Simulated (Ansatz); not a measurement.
# U-wB97X/aug-cc-pVDZ run of CH5Si (SMILES C[SiH2])

What is the vertical ionisation energy of CH5Si at U-wB97X/aug-cc-pVDZ? 

The results are computed with Ansatz 0.2.0.

50 further runs of the same task are left out: 50 set aside as unsound or not needed.

## Step 1: Starting point

CH5Si: 7 atoms, total charge 0, spin state doublet. SMILES: `C[SiH2]`. The coordinates come from a PBE0-D4/def2-TZVP relaxation.

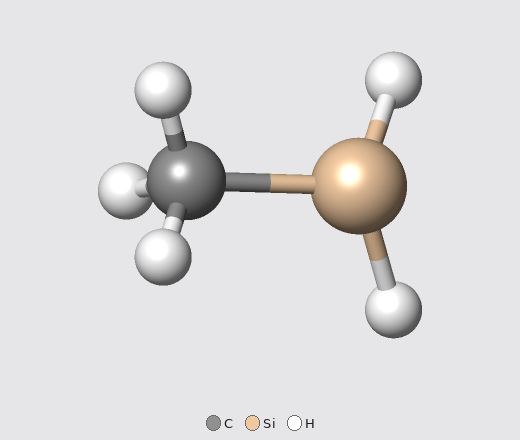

Viewed from a chosen angle; carbon grey, silicon light orange, hydrogen white.

## Step 2: The energy at U-wB97X/aug-cc-pVDZ

File run.yaml:

```yaml
crystal:
  periodic: [false, false, false]
  atoms:
    - {symbol: C, position_ang: [-0.122600, -0.803200, 0.095200]}
    - {symbol: Si, position_ang: [0.176200, 1.034800, 0.314000]}
    - {symbol: H, position_ang: [-0.204800, -1.054900, -0.966600]}
    - {symbol: H, position_ang: [0.699200, -1.383300, 0.519500]}
    - {symbol: H, position_ang: [-1.047100, -1.107700, 0.589500]}
    - {symbol: H, position_ang: [-0.951500, 1.846400, -0.225700]}
    - {symbol: H, position_ang: [1.450600, 1.468000, -0.326000]}
basis:
  gaussian:
    orbitals: aug-cc-pVDZ
magnetization:
  spin_polarized: true
  initial_magnetization: 1
hamiltonian:
  xc: {name: wB97X}
accuracy: high
output: {orbitals: {seedname: orbitals}}
```

On the command line:

```sh
$ ansatz run run.yaml --threads 1 --pin off --max-ram 3480MiB --events-out events.jsonl --progress --plain --runs-dir runs
```

The program printed:

```text
Warning: RAYON_NUM_THREADS=1 ignored (pool sized by the plan → 1); use --threads N
Functional definition: wB97X
  name "wB97X"
  parameter omega = 0.3/bohr
  parameter cx = 0.157706
  parameter cx1 = 0.726479
  parameter cx2 = 1.04760
  parameter cx3 = -5.70635
  parameter cx4 = 13.2794
  parameter css1 = -4.33879
  parameter css2 = 18.2308
  parameter css3 = -31.7430
  parameter css4 = 17.2901
  parameter cos1 = 2.37031
  parameter cos2 = -11.3995
  parameter cos3 = 6.58405
  parameter cos4 = -3.78132
  exchange = spin_sum(e_x_unif_sr(omega)*poly(b97_u_x, 1 - cx, cx1, cx2, cx3, cx4)) + cx*exact_x_sr(omega)
      + exact_x_lr(omega)
  correlation = spin_sum(e_c_pw_same_spin*poly(b97_u_same, 1, css1, css2, css3, css4))
      + integral(e_c_pw_opposite_spin*poly(b97_u_opposite, 1, cos1, cos2, cos3, cos4))
1901 factors; integrals over basis functions are off by at most 3.9e-9 eV
468 factors; integrals over basis functions are off by at most 2.1e-9 eV
mean field evaluation 1: about -8991.2090 eV, gradient 2.5e1 eV
mean field evaluation 2: about -8992.6001 eV, gradient 1.8e1 eV
mean field evaluation 4: about -8994.2587 eV, gradient 2.3e-1 eV
mean field evaluation 8: about -8994.2792 eV, gradient 2.1e-2 eV
mean field evaluation 16: about -8994.2792 eV, gradient 8.7e-6 eV
mean field -8994.27921663 eV, -330.5336646697 hartree, gradient 5.9e-8 eV, S^2 0.751793; 0 other end points of the search recorded, 0 dependent functions left out
reference -8994.27920993 eV, -330.5336644234 hartree; 13, 12 occupied and 82, 83 virtual orbitals, 1901 factors
Total energy: -8994.27920993 eV, -330.5336644234 hartree
```

Wall time 40 s (1 thread of Intel Xeon Platinum 8259CL at 2.50GHz (Skylake/Cascade Lake), shared host); peak memory 0.75 GiB.

## Step 3: The singlet cation

File in.yaml:

```yaml
crystal:
  periodic: [false, false, false]
  atoms:
    - symbol: C
      position_ang: [-0.122600, -0.803200, 0.095200]
    - symbol: Si
      position_ang: [0.176200, 1.034800, 0.314000]
    - symbol: H
      position_ang: [-0.204800, -1.054900, -0.966600]
    - symbol: H
      position_ang: [0.699200, -1.383300, 0.519500]
    - symbol: H
      position_ang: [-1.047100, -1.107700, 0.589500]
    - symbol: H
      position_ang: [-0.951500, 1.846400, -0.225700]
    - symbol: H
      position_ang: [1.450600, 1.468000, -0.326000]
basis:
  gaussian: {orbitals: aug-cc-pVDZ}
total_charge: 1
hamiltonian: {xc: {name: wB97X}}
accuracy: high
output: {orbitals: {seedname: orbitals}}
```

On the command line:

```sh
$ ansatz run in.yaml --threads 1 --pin off --max-ram 3480MiB --events-out events.jsonl --progress --plain --runs-dir runs
```

The program printed, shortened:

```text
Warning: RAYON_NUM_THREADS=1 ignored (pool sized by the plan → 1); use --threads N
[... 2 set-up lines as earlier in the session ...]
[...]
      + exact_x_lr(omega)
[...]
      + integral(e_c_pw_opposite_spin*poly(b97_u_opposite, 1, cos1, cos2, cos3, cos4))
1900 factors; integrals over basis functions are off by at most 3.9e-9 eV
468 factors; integrals over basis functions are off by at most 2.1e-9 eV
[...]
mean field -8986.12704831 eV, -330.2340780098 hartree, gradient 2.9e-8 eV, S^2 0.000000; 0 other end points of the search recorded, 0 dependent functions left out
reference -8986.12704004 eV, -330.2340777059 hartree; 12, 12 occupied and 83, 83 virtual orbitals, 1900 factors
Total energy: -8986.12704004 eV, -330.2340777059 hartree
```

It took 24 s on 1 thread of Intel Xeon Platinum 8259CL at 2.50GHz (Skylake/Cascade Lake), shared host; peak memory 0.46 GiB.

## Step 4: What came out

At U-wB97X/aug-cc-pVDZ:

| quantity | value |
| --- | --- |
| doublet CH5Si: total energy | -330.53366 Eh |
| doublet CH5Si: HOMO energy (highest over α and β) | -8.05 eV |
| doublet CH5Si: LUMO energy (lowest over α and β) | -0.87 eV |
| doublet CH5Si: ⟨S²⟩ | 0.752 |
| singlet cation: total energy | -330.23408 Eh |
| singlet cation: HOMO energy | -18.28 eV |
| singlet cation: LUMO energy | -8.14 eV |
| singlet cation: HOMO–LUMO gap | 10.14 eV |
| vertical ionisation energy (to the singlet cation) | 8.152 eV |

The vertical ionisation energy comes to 8.15 eV (787 kJ/mol). Only the singlet of the ionised species was computed; a triplet could lie lower.
